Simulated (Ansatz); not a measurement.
Cost and result by functional for the surface energy of the (30-32) surface of hcp Lu in its 1x1 cell, outermost plane spacing 0.95 Å in the ideal cut, in Ansatz (plane waves, PAW). Single points on the PBE structure, on one kind of machine; costs are rough ratios of the slab run's core time (references not counted) to the cheapest single point. r2SCAN's cost holds its higher cutoff (500 against 420 eV). Differences are taken against r2SCAN for comparison alone: no measured value is at hand, so the table doesn't rank accuracy.

Model: 24-atom slab, 10.4 Å thick at the start (thin: gaps and levels are the slab's own), 11x3x1 mesh, Fermi-Dirac 0.1 eV, dipole correction, all atoms relaxed; start symmetry kept, larger cells not searched; no spin, no spin-orbit, no U. These notes are the PBE run's.

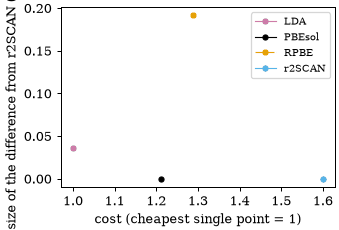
Figure. Difference from r2SCAN against cost

| functional | relative cost | surface energy (J/m²) | less r2SCAN (J/m²) |
|---|---|---|---|
| LDA | 1 | 1.25 | 0.04 |
| PBEsol | 1 | 1.22 | 0.00 |
| RPBE | 1 | 1.03 | -0.19 |
| r2SCAN | 2 | 1.22 | 0.00 |
| PBE (the relaxed run's value) | – | 1.11 | -0.11 |

The values span 0.23 J/m², while the single points' costs differ by a factor of roughly 2. Differences are of unrounded values.

Ansatz is a quantum-chemistry and plane-wave program.
